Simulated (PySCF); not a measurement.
# One shape, several levels: H2S3

Wanted: a comparison of 6 runs (B2PLYP/STO-3G, M06-2X/STO-3G, wB97X-V/STO-3G, BCCD(T)/STO-3G, NEVPT2(2,2)/STO-3G, QCISD(T)/STO-3G) of H2S3. The job is set up through a Python script.

The results are computed with PySCF 2.14.0.

7 further runs of the same task are left out: 1 that didn't finish, 6 set aside as unsound or not needed.

## Step 1: The structure to begin with

H2S3: 5 atoms, total charge 0, spin state singlet. The coordinates come from a GFN2-xTB relaxation.

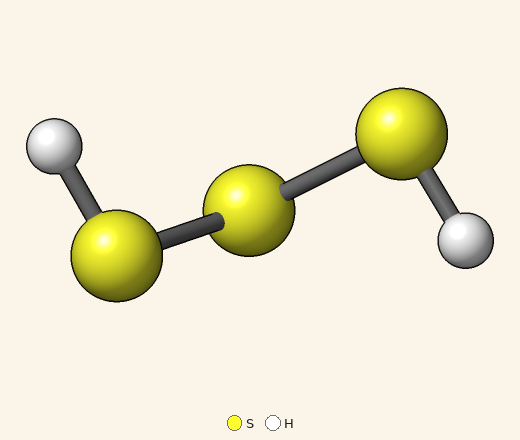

The structure, seen from a chosen angle (sulfur yellow, hydrogen white).

## Step 2: A single-point energy at B2PLYP/STO-3G (run 1)

input.xyz

```xyz
5
H2S3
S      0.623850     0.138460     1.545950
S      0.177730     0.953140    -0.282180
S     -0.690650    -0.503070    -1.435750
H      1.854960    -0.303010     1.262950
H     -1.965890    -0.285520    -1.090980
```

job.py

```python
# H2S3
from pyscf import gto, dft, mp

mol = gto.M(
    atom='input.xyz',
    charge=0,
    verbose=3,
    basis='sto-3g',
    max_memory=1860,
    spin=0,
)

ks = dft.RKS(mol, xc='0.53*HF + 0.47*B88, 0.73*LYP')
ks.conv_tol = 1e-10
ks.grids.level = 5
ks.kernel()
if not ks.converged:
    ks = ks.newton().run(ks.mo_coeff, ks.mo_occ)

pt = mp.MP2(ks, frozen=15).run()
energy = ks.e_tot + 0.27 * pt.e_corr
print('PT2 part  %.8f' % (0.27 * pt.e_corr))
print('E = %.10f Eh' % energy)
```

Run with:

```bash
$ OMP_NUM_THREADS=1 python job.py
```

Log:

```text
converged SCF energy = -1182.00459577365
E(RMP2) = -1182.09737202581  E_corr = -0.0927762521586498
E(SCS-RMP2) = -1182.10983432645  E_corr = -0.10523855279609
PT2 part  -0.02504959
E = -1182.0296453617 Eh
```

Wall time 1.7 s (1 thread of AMD EPYC 9R45 (Zen 5), shared host); peak memory 0.24 GiB.

## Step 3: A single-point energy at M06-2X/STO-3G (run 2)

job.py

```python
from pyscf import gto, dft

mol = gto.M(
    atom='''
S      1.178906     0.261651     2.921422
S      0.335861     1.801174    -0.533243
S     -1.305139    -0.950665    -2.713174
H      3.505366    -0.572606     2.386630
H     -3.714994    -0.539555    -2.061653
''',
    unit='bohr',
    verbose=3,
    basis='sto-3g',
    max_memory=1860,
)

mf = dft.RKS(mol, xc='m06-2x')
mf.conv_tol = 1e-10
mf.grids.level = 5
mf.kernel()
if not mf.converged:
    mf = mf.newton().run(mf.mo_coeff, mf.mo_occ)

etot = mf.e_tot
print('E(%s) = %.9f' % ('M06-2X', etot))
```

Run with:

```bash
$ OMP_NUM_THREADS=1 python job.py
```

Log:

```text
converged SCF energy = -1182.55607724836
E(M06-2X) = -1182.556077248
```

Run time: 2.3 s. Hardware: 1 thread of AMD EPYC 9R45 (Zen 5), shared host; peak memory 0.24 GiB.

## Step 4: A single-point energy at wB97X-V/STO-3G (run 3)

start.xyz

```xyz
5

S      0.623850     0.138460     1.545950
S      0.177730     0.953140    -0.282180
S     -0.690650    -0.503070    -1.435750
H      1.854960    -0.303010     1.262950
H     -1.965890    -0.285520    -1.090980
```

job.py

```python
from pyscf import gto, dft

mol = gto.M(
    atom='start.xyz',
    max_memory=1860,
    basis='sto-3g',
    verbose=3,
    spin=0,
)

mf = dft.RKS(mol, xc='wb97x-v')
mf.nlcgrids.level = 1
mf.conv_tol = 1e-10
mf.grids.level = 5
mf.kernel()
if not mf.converged:
    mf = mf.newton().run(mf.mo_coeff, mf.mo_occ)

e_final = mf.e_tot
print('E(%s) = %.9f' % ('WB97X-V', e_final))
```

Run with:

```bash
$ OMP_NUM_THREADS=1 python job.py
```

Log:

```text
converged SCF energy = -1182.3698635373
E(WB97X-V) = -1182.369863537
```

Wall time 16 s (1 thread of AMD EPYC 9R45 (Zen 5), shared host); peak memory 0.24 GiB.

Runs 4 to 5 aren't shown in full; the table further down has their settings and results.

## Step 5: A single-point energy at QCISD(T)/STO-3G (run 6)

input.py

```python
from pyscf import gto, scf, cc

mol = gto.Mole()
mol.atom = '''
S    0.623850   0.138460   1.545950
S    0.177730   0.953140  -0.282180
S   -0.690650  -0.503070  -1.435750
H    1.854960  -0.303010   1.262950
H   -1.965890  -0.285520  -1.090980
'''
mol.charge = 0
mol.max_memory = 1860
mol.verbose = 3
mol.basis = 'sto-3g'
mol.build()

mf = scf.RHF(mol)
mf.conv_tol = 1e-10
mf.kernel()
if not mf.converged:
    mf = mf.newton().run(mf.mo_coeff, mf.mo_occ)

mycc = cc.QCISD(mf, frozen=15)
mycc.kernel()
e_t = mycc.qcisd_t()
energy = mycc.e_tot + e_t
print('E(%s) = %.9f' % ('QCISD(T)', energy))
```

Run with:

```bash
$ OMP_NUM_THREADS=1 python input.py
```

Log:

```text
converged SCF energy = -1180.67346996948
E(QCISD) = -1180.770247547441  E_corr = -0.09677757796103782
QCISD(T) correction = -0.000737789791555652
E(QCISD(T)) = -1180.770985337
```

Run time: 0.38 s. Hardware: 1 thread of AMD EPYC 9R45 (Zen 5), shared host; peak memory 0.1 GiB.

## Step 6: All runs side by side

```
run               level  frozen core orbitals  nlc grid   energy (Eh)  dipole moment (D) of the reference  HOMO energy (eV)  LUMO energy (eV)  wall time
  1       B2PLYP/STO-3G                    15         –  -1182.029645                                0.34             -5.11              5.42      1.7 s
  2       M06-2X/STO-3G                     –         –  -1182.556077                                0.32             -5.16              4.75      2.3 s
  3      wB97X-V/STO-3G                     –         1  -1182.369864                                0.35             -6.35              6.07       16 s
  4      BCCD(T)/STO-3G                    15         –  -1180.770874                                   –                 –                 –     0.46 s
  5  NEVPT2(2,2)/STO-3G                     –         –  -1180.748999                                0.38             -7.09              8.36     0.66 s
  6     QCISD(T)/STO-3G                    15         –  -1180.770985                                0.38             -7.09              8.36     0.38 s
```

## Step 7: Results

| quantity | value |
| --- | --- |
| run 6: total energy | -1180.77099 Eh |
| run 6: dipole moment (Hartree–Fock density) | 0.38 D |
| run 6: HOMO energy (Hartree–Fock orbitals) | -7.09 eV |
| run 6: LUMO energy (Hartree–Fock orbitals) | 8.36 eV |
| run 6: HOMO–LUMO gap (Hartree–Fock orbitals) | 15.45 eV |
| run 6: correlation energy (15 core orbitals frozen) | -97.5 mEh |
| run 6: (T) correction | -0.74 mEh |
| run 6: T1 diagnostic | 0.009 |

Over runs 1, 2, 3 the dipole moment (its size) runs from 0.32 D (M06-2X/STO-3G) to 0.35 D (wB97X-V/STO-3G). Over runs 1, 2, 3 the HOMO–LUMO gap runs from 9.90 eV (M06-2X/STO-3G) to 12.41 eV (wB97X-V/STO-3G). Totals of different functionals can't be ranked against each other. In runs 1, 2, 3, 4, 5, 6 the basis is minimal, so the values are rough. All runs together took 22 s, the longest 16 s.
